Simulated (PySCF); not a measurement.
C4H3N, SMILES `N#CC1=CC1`.

Computed with PySCF, B3LYP/def2-SVPD, geometry: GFN2-xTB. No frequency check shows the geometry to be a minimum.

Input script:

```python
import numpy as np
from pyscf import gto, scf, dft, lo
from pyscf.data.elements import chemcore

def solve(mol, dm0=None, hcore=None):
    mf = (dft.UKS if mol.spin else dft.RKS)(mol, xc='b3lyp')
    mf.grids.level = 3
    mf = mf.density_fit(auxbasis='def2-universal-jkfit')
    mf.conv_tol, mf.max_cycle = 1e-8, 80
    if hcore is not None:
        mf.get_hcore = lambda *args: hcore
    mf.kernel(dm0)
    if not mf.converged:
        mf = mf.newton().run(mf.mo_coeff, mf.mo_occ, max_cycle=30)
    assert mf.converged, 'SCF not converged'
    return mf

mol = gto.M(atom='''
N     -2.32269     0.07542    -0.00031
C     -1.17679    -0.01843     0.00025
C      0.19491    -0.10469     0.00063
C      1.31681    -0.78076    -0.00027
C      1.47910     0.69954     0.00013
H      1.81607    -1.71774    -0.00072
H      1.77990     1.20762     0.90820
H      1.77866     1.20827    -0.90974
''', basis='def2-svpd', charge=0, spin=0, verbose=4)
mf = solve(mol)
occ_all = mf.mo_coeff[:, mf.mo_occ > 0]
occ = occ_all[:, chemcore(mol):]
loc = lo.ibo.ibo(mol, occ, iaos=lo.iao.iao(mol, occ_all))
fock, s = mf.get_fock(), mf.get_ovlp()
ortho = lo.orth_ao(mol, 'meta_lowdin')
ortho = lo.vec_lowdin(lo.iao.iao(mol, occ_all), s)
labels = lo.iao.reference_mol(mol).ao_labels(fmt=None)
vir = lo.vvo.livvo(mol, occ_all, mf.mo_coeff[:, mf.mo_occ == 0])
both = np.hstack([loc, vir])
p = (ortho.T @ s @ both) ** 2
pop = np.array([p[[l[0] == a for l in labels]].sum(0) for a in range(mol.natm)])
spd = np.array([[p[[l[0] == a and l[2][-1] == k for l in labels]].sum(0) for k in 'spd'] for a in range(mol.natm)])
eps = np.einsum('pi,pq,qi->i', both, fock, both)
for i in np.argsort(eps):
    top = np.argsort(-pop[:, i])[:3]
    print('%3d %s %9.4f Eh ' % (i + 1, 'occ' if i < loc.shape[1] else 'vir', eps[i]), '  '.join('%s%d %.3f' % (mol.atom_symbol(a), a + 1, pop[a, i]) for a in top))
np.savez('result.npz', c=both, nocc=loc.shape[1], pop=pop, spd=spd, eps=eps, e=mf.e_tot)
```

Launched as:

```sh
OMP_NUM_THREADS=1 python input.py
```

The run took 11 s on 1 thread of Arm Neoverse V1 (shared host), peak memory 0.48 GiB.

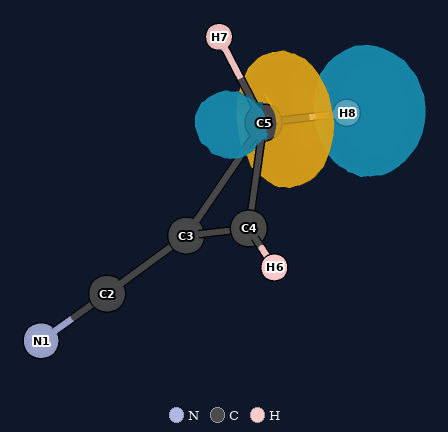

Intrinsic bond orbitals (IBO), occupied and valence-virtual; each surface holds about 70 % of the orbital's density. Energies are diagonal elements of the Fock matrix.

**What does this orbital represent?**

σ* orbital H8–C5 (H8 56 %, C5 42 %; 9.2 eV).
